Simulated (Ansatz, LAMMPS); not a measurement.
# Liquid furan, relaxed from a frame at 300 K (207 atoms): atom by atom

The starting structure: 23 furan placed at random, at 0.94 g/cm³; overlaps pushed apart, then 10 ps at 450 K with MMFF94 bonds, angles, torsions, charges and radii (Halgren, J. Comput. Chem. 17, 490 (1996)) in harmonic and 12-6 forms. Snapshot after 20 ps at 300 K and fixed volume.

Calculated values (Ansatz 0.2.0, Kohn-Sham DFT, PBE+D4, PAW (set soft_2), plane waves; cutoff 420 eV, Γ point, fixed occupations; density 0.940 g/cm³) for step 2 of a relaxation.

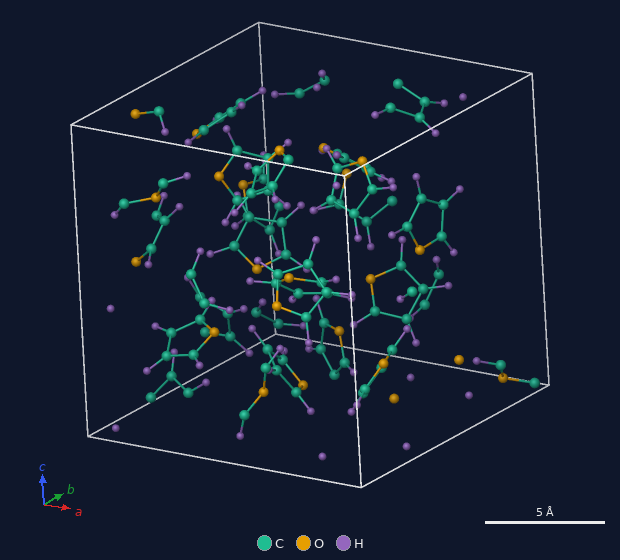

The structure (carbon teal, oxygen orange, hydrogen purple). Bonds to atoms that aren't drawn are left out. Some periodic images of atoms are drawn too.

Extended XYZ; positions in Å, forces in eV/Å:

```xyz
207
Lattice="14.037 0.000 0.000 0.000 14.037 0.000 0.000 0.000 14.037" Properties=species:S:1:pos:R:3:forces:R:3 pbc="T T T"
C 1.42 8.75 1.87 0.46 0.81 -0.67
C 1.75 8.19 3.14 0.15 -0.40 0.92
C 0.54 7.94 3.76 0.26 -0.02 -0.21
O 13.54 8.30 2.94 0.33 0.24 0.18
C 0.07 8.83 1.81 -0.57 -0.62 0.20
H 2.08 9.16 1.08 -0.14 -0.43 0.47
H 2.75 7.98 3.57 -0.71 0.20 -0.37
H 0.26 7.52 4.73 0.19 0.16 -0.33
H 13.38 9.11 1.05 0.17 0.11 -0.05
C 11.34 9.48 13.11 -0.44 -0.50 0.48
C 10.74 10.76 13.30 -0.91 -0.68 0.33
C 9.58 10.50 14.00 0.46 1.80 -0.05
O 9.42 9.21 0.23 0.28 -1.03 -0.04
C 10.51 8.56 13.71 -0.01 0.29 -0.30
H 12.28 9.26 12.63 0.25 -0.04 -0.15
H 11.05 11.72 12.96 0.29 0.28 -0.09
H 8.90 11.22 0.43 -0.09 -0.35 -0.24
H 10.47 7.47 13.74 0.20 0.20 0.12
C 9.73 0.78 12.61 -0.80 0.54 -0.03
C 8.44 1.01 12.01 0.13 0.72 0.43
C 7.96 2.19 12.56 -0.36 -1.27 -0.93
O 8.84 2.66 13.46 -0.03 0.46 0.44
C 9.88 1.82 13.48 1.34 -0.42 0.55
H 10.40 14.02 12.39 0.21 -0.23 0.10
H 8.01 0.33 11.28 -0.39 0.12 -0.14
H 7.07 2.79 12.42 -0.01 -0.03 -0.08
H 10.66 2.03 0.18 -0.17 0.08 -0.22
C 8.87 13.71 4.25 -0.55 0.38 -0.27
C 8.44 13.16 2.99 -0.25 0.33 -0.08
C 8.04 0.19 2.22 0.46 0.18 -0.10
O 8.25 1.38 2.90 -0.39 -0.85 0.26
C 8.69 1.02 4.17 0.21 0.43 -1.05
H 9.17 13.18 5.13 0.20 -0.33 0.27
H 8.40 12.11 2.73 0.01 0.19 0.01
H 7.68 0.31 1.18 0.19 -0.12 0.61
H 8.87 1.90 4.79 0.08 -0.14 0.32
C 11.98 8.39 9.92 -0.17 -0.83 0.40
C 12.22 9.62 9.28 0.22 1.24 -0.92
C 12.21 9.38 7.93 0.10 -0.10 0.39
O 11.98 8.06 7.71 -0.16 -0.31 -0.21
C 11.82 7.48 8.93 0.32 -0.57 -0.50
H 11.94 8.16 10.97 -0.06 0.04 0.16
H 12.42 10.60 9.69 -0.04 0.07 0.30
H 12.38 9.96 7.04 -0.03 0.25 -0.02
H 11.77 6.39 8.90 -0.29 0.09 0.20
C 5.39 10.61 0.17 0.44 -0.62 -0.19
C 4.38 11.14 0.99 -0.89 0.49 0.73
C 4.76 10.94 2.30 -0.60 0.48 -0.29
O 5.96 10.33 2.33 -0.03 -0.31 0.33
C 6.33 10.08 1.04 -0.25 0.29 -0.53
H 5.32 10.56 13.12 0.46 -0.13 0.29
H 3.43 11.60 0.70 0.32 -0.10 -0.01
H 4.25 11.19 3.23 0.35 -0.10 0.03
H 7.21 9.46 0.96 0.15 0.06 -0.26
C 2.20 13.63 11.34 -0.45 -0.40 0.19
C 3.42 13.81 12.06 -0.10 0.78 -0.44
C 3.88 1.02 11.70 -0.05 -0.94 -0.13
O 3.07 1.58 10.74 -0.31 -0.20 0.56
C 2.02 0.71 10.58 0.07 0.27 -0.56
H 1.53 12.79 11.45 0.12 0.18 -0.23
H 3.84 13.06 12.69 0.39 0.02 0.47
H 4.75 1.59 11.99 0.31 0.21 -0.03
H 1.28 1.02 9.85 0.04 0.01 0.13
C 2.88 7.67 12.56 -1.61 -0.82 -0.81
C 2.42 9.02 12.44 0.34 0.12 -0.39
C 1.31 8.98 11.63 0.07 -0.35 0.04
O 1.02 7.68 11.27 -0.05 0.34 0.08
C 1.95 6.89 11.85 1.40 0.13 0.70
H 3.71 7.29 13.13 0.31 -0.03 0.15
H 2.96 9.90 12.81 -0.44 -0.27 -0.10
H 0.64 9.69 11.17 -0.05 0.42 0.03
H 1.87 5.82 11.64 0.04 0.41 0.20
C 2.96 2.32 4.39 -0.55 0.33 -0.05
C 3.51 1.14 3.83 1.14 0.27 0.36
C 4.85 1.20 4.08 -0.34 0.29 0.40
O 5.17 2.36 4.77 -0.37 -0.18 -0.41
C 3.99 3.04 4.92 0.15 -0.35 0.18
H 1.94 2.63 4.42 -0.38 0.07 -0.12
H 3.02 0.32 3.34 -0.41 -0.39 -0.31
H 5.65 0.49 3.96 0.39 -0.08 -0.20
H 3.98 3.97 5.46 0.33 0.10 0.04
C 7.82 4.91 6.11 -0.82 -0.34 0.33
C 9.22 5.08 6.30 0.51 0.08 0.54
C 9.63 4.10 7.17 -0.58 -0.37 -0.65
O 8.55 3.26 7.47 0.51 0.77 0.26
C 7.46 3.82 6.87 -0.25 -0.09 -0.67
H 7.07 5.49 5.53 0.68 -0.14 0.21
H 9.88 5.86 5.92 -0.27 -0.15 -0.05
H 10.61 3.80 7.56 -0.40 -0.02 -0.08
H 6.50 3.29 6.98 0.57 0.19 0.03
C 11.13 6.01 2.94 -0.25 -0.23 0.48
C 10.97 4.81 2.17 0.47 0.20 0.56
C 11.74 3.87 2.78 0.38 -0.02 -0.21
O 12.40 4.39 3.87 -0.71 -0.07 -0.34
C 11.96 5.70 3.99 0.24 -0.08 -0.52
H 10.62 6.95 2.80 0.05 0.18 -0.02
H 10.39 4.69 1.27 -0.20 -0.10 -0.22
H 12.01 2.86 2.44 0.04 0.14 0.46
H 12.38 6.28 4.81 -0.15 -0.17 -0.16
C 7.28 11.09 9.63 -0.28 -0.88 0.13
C 8.22 10.05 9.96 -0.19 -0.03 0.76
C 7.54 9.15 10.77 0.70 0.60 -0.95
O 6.23 9.54 10.88 0.07 -0.25 0.35
C 6.09 10.70 10.20 0.09 0.47 -0.75
H 7.45 11.92 8.95 -0.08 0.09 0.13
H 9.29 10.04 9.71 -0.35 -0.17 0.09
H 7.83 8.23 11.25 -0.10 0.12 0.03
H 5.07 11.05 10.08 0.18 0.11 0.22
C 6.44 14.00 7.06 0.63 0.45 0.28
C 5.84 12.92 6.39 -0.12 -0.47 -0.60
C 4.74 12.54 7.12 0.48 0.02 -0.65
O 4.65 13.33 8.23 -0.22 0.08 0.17
C 5.69 0.16 8.18 0.03 0.50 0.25
H 7.34 0.51 6.73 -0.57 -0.27 0.32
H 6.25 12.54 5.45 -0.41 -0.26 0.15
H 3.91 11.86 6.94 0.21 -0.02 0.18
H 5.72 0.89 8.98 0.05 -0.09 0.03
C 5.41 5.83 2.89 0.07 -0.52 0.16
C 6.45 4.94 2.42 -0.20 0.35 -0.58
C 6.98 5.54 1.31 0.36 1.09 0.30
O 6.43 6.83 1.12 -0.87 -1.61 0.59
C 5.40 6.90 2.06 0.74 0.76 -0.17
H 4.77 5.68 3.77 0.16 0.07 -0.42
H 6.74 3.97 2.80 -0.04 -0.05 0.10
H 7.83 5.32 0.67 -0.26 -0.08 0.09
H 4.83 7.82 2.07 0.09 -0.12 -0.12
C 4.84 8.15 7.76 1.20 0.90 -0.73
C 3.64 7.48 8.01 -1.01 -0.61 -0.12
C 3.35 6.71 6.92 0.73 0.26 0.01
O 4.35 6.85 6.00 0.07 0.22 -0.41
C 5.24 7.78 6.50 -0.29 -0.35 0.69
H 5.35 8.90 8.37 -0.18 -0.34 -0.06
H 3.04 7.54 8.89 -0.41 0.09 0.73
H 2.55 6.03 6.65 -0.15 -0.11 0.04
H 6.12 8.00 5.91 0.03 0.01 -0.20
C 11.32 4.36 10.46 -0.35 0.36 0.21
C 9.95 4.68 10.74 0.37 0.33 0.72
C 9.96 5.24 11.99 -0.62 0.30 -0.03
O 11.22 5.31 12.49 0.05 -0.17 -0.02
C 12.05 4.75 11.54 0.05 0.28 0.15
H 11.73 3.98 9.54 0.18 -0.31 -0.30
H 9.05 4.60 10.15 0.01 -0.29 -0.36
H 9.15 5.67 12.60 0.54 -0.30 -0.25
H 13.11 4.79 11.79 -0.24 -0.17 -0.16
C 11.99 1.11 8.10 0.55 0.00 -0.72
C 11.08 1.16 9.19 -0.47 -0.24 -0.20
C 9.92 0.56 8.75 1.30 0.68 0.57
O 10.08 0.13 7.48 -0.56 -0.33 -0.32
C 11.33 0.46 7.08 0.38 0.32 0.09
H 13.01 1.52 8.01 -0.51 -0.20 0.20
H 11.24 1.61 10.16 -0.03 0.01 0.10
H 8.98 0.46 9.24 -0.65 -0.30 -0.02
H 11.58 0.21 6.05 0.01 0.04 0.24
C 0.52 13.55 0.71 -0.09 -0.56 0.41
C 0.22 12.41 1.55 0.02 0.83 -0.01
C 12.94 12.15 1.35 -0.56 -0.34 -0.45
O 12.41 13.01 0.39 0.52 -0.07 0.64
C 13.42 13.87 0.05 0.20 -0.26 -0.22
H 1.49 14.01 0.63 0.30 0.35 -0.13
H 0.90 11.96 2.27 -0.21 -0.18 -0.18
H 12.26 11.36 1.68 0.17 0.34 0.01
H 13.22 0.53 13.29 -0.19 0.16 0.02
C 1.03 4.87 1.29 -0.14 0.02 -0.52
C 2.28 4.27 0.94 -0.48 -0.27 -0.36
C 2.05 3.57 13.80 0.67 0.24 0.91
O 0.74 3.70 13.43 0.74 -0.20 -0.55
C 0.16 4.51 0.30 -0.89 0.30 0.60
H 0.76 5.54 2.10 0.23 -0.03 0.19
H 3.18 4.34 1.53 0.21 -0.06 -0.20
H 2.73 2.99 13.18 -0.43 -0.02 -0.03
H 13.14 4.71 0.16 0.11 -0.01 0.01
C 10.38 10.40 4.93 0.09 -0.46 -0.52
C 10.03 9.59 3.78 -1.32 0.15 0.76
C 8.82 8.99 4.13 1.14 0.46 0.73
O 8.47 9.31 5.43 0.73 0.81 -0.33
C 9.43 10.21 5.89 -0.80 -0.43 0.02
H 11.25 11.03 5.01 0.18 0.21 0.03
H 10.49 9.51 2.81 0.18 0.02 0.07
H 8.17 8.30 3.64 -0.37 -0.38 -0.34
H 9.26 10.65 6.88 0.09 -0.39 -0.49
C 6.05 5.70 11.65 -0.34 0.13 0.50
C 6.05 5.58 10.23 -0.72 -1.09 -0.03
C 5.15 4.59 9.96 0.41 0.30 0.12
O 4.60 4.12 11.12 -0.81 -0.64 -0.57
C 5.12 4.81 12.14 1.47 1.05 0.52
H 6.61 6.44 12.20 0.04 -0.02 0.30
H 6.64 6.07 9.48 0.29 0.45 -0.20
H 4.79 4.12 9.07 -0.10 -0.16 -0.41
H 4.82 4.54 13.15 -0.10 0.06 -0.18
C 1.55 11.85 5.66 -0.16 0.24 0.13
C 1.24 13.09 6.28 0.11 0.76 0.80
C 0.70 12.81 7.50 -0.08 -0.99 -0.35
O 0.60 11.44 7.67 0.52 0.45 -0.48
C 1.15 10.89 6.54 0.08 -0.84 -0.23
H 2.02 11.76 4.70 0.05 -0.32 -0.12
H 1.49 0.07 5.98 -0.07 -0.17 -0.32
H 0.34 13.40 8.33 -0.15 0.17 0.17
H 1.24 9.79 6.47 -0.26 0.70 0.31
C 1.62 4.14 8.62 -0.59 0.67 -0.21
C 0.56 5.09 8.37 0.05 -0.02 0.27
C 13.92 4.64 7.28 -0.08 0.06 -0.59
O 0.49 3.52 6.79 -0.30 -0.20 0.28
C 1.52 3.22 7.65 -0.37 -1.03 -1.42
H 2.38 4.22 9.35 0.49 -0.04 0.73
H 0.35 5.98 8.94 -0.08 0.16 0.15
H 13.05 4.97 6.69 0.44 -0.02 0.40
H 1.99 2.29 7.32 0.39 0.34 0.49
```

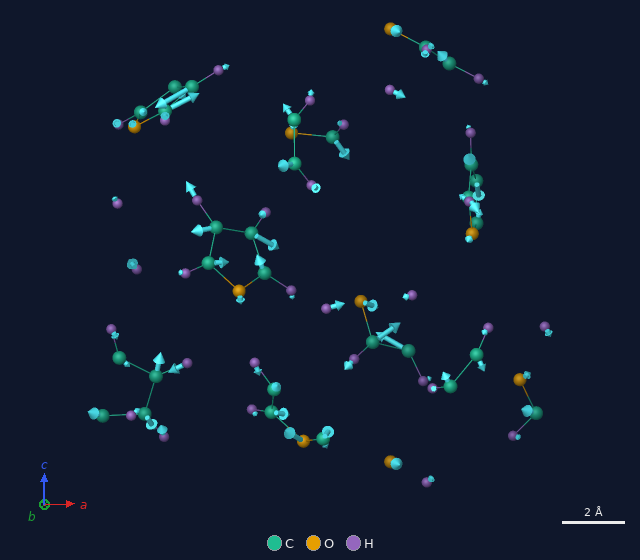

The forces as arrows, the longest 1.98 eV/Å. Drawn is a slice 4 Å thick, seen along the normal of the ac plane. Bonds to atoms that aren't drawn are left out.

The network of contacts between molecules at the start is that of the classical potential that made the cell. The density was typed from a rule of thumb and may lie off the real one at this temperature. Only the Γ point is sampled, in a cell whose shortest periodic width is 14 Å.

The r.m.s. force component is 0.438 eV/Å; the longest force, 1.98 eV/Å, acts on C64. The energy lies 27.6 meV/atom below that of the first step of this run.

[Logs are printed without paths, hosts, clocks, repeated set-up lines and the standing remarks that a program may print on its own settings, such as how far it seeks lower states.]

[Hosts, paths, dates, database ids (printed as entryN), source tags and the programs' standing remarks are cut or masked in the printed files.]

[The MMFF94 radii named for the starting cell were scaled by 0.96; in molecules described by MMFF94, hydrogen bound to N, O or S took a small fixed 12-6 site in their place.]
